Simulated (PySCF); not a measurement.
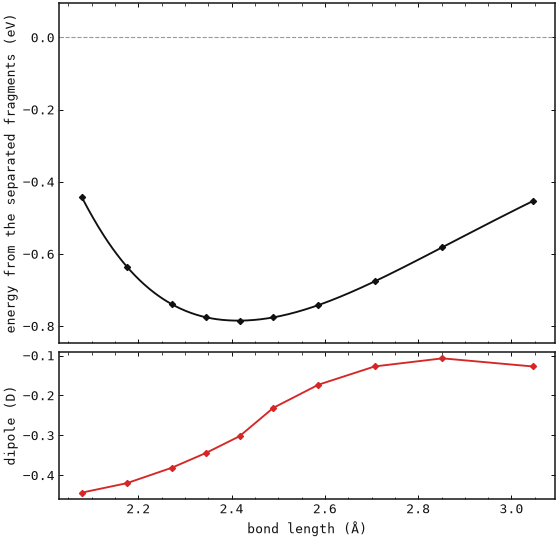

Bond curve of BeAl, doublet (excess alpha electrons: πx +1). PBE0/def2-TZVP with PySCF, UKS. One reference determinant with the occupation held, the lowest that a PBE0 search over spins and occupations found; no spin-orbit coupling. Zero is the separated fragments in their ground configurations, without counterpoise. 2 further points of the run are not drawn. The dipole is positive if the first atom is negative.

Question: What constants does a Dunham fit to the curve give (main isotopes)?

Answer: re = 2.414 Å, ωe = 384 cm⁻¹, De = 0.78 eV, Be = 0.428 cm⁻¹.

Question: How much does zero-point motion take off the well depth?

Answer: 0.024 eV (191 cm⁻¹): De = 0.78 eV, D0 = 0.76 eV.

Question: How stiff is the bond?

Answer: The force constant is 0.59 mdyn/Å, which gives ωe = 384 cm⁻¹.

Caveats: lowest determinant of a PBE0 search, another state may lie lower.
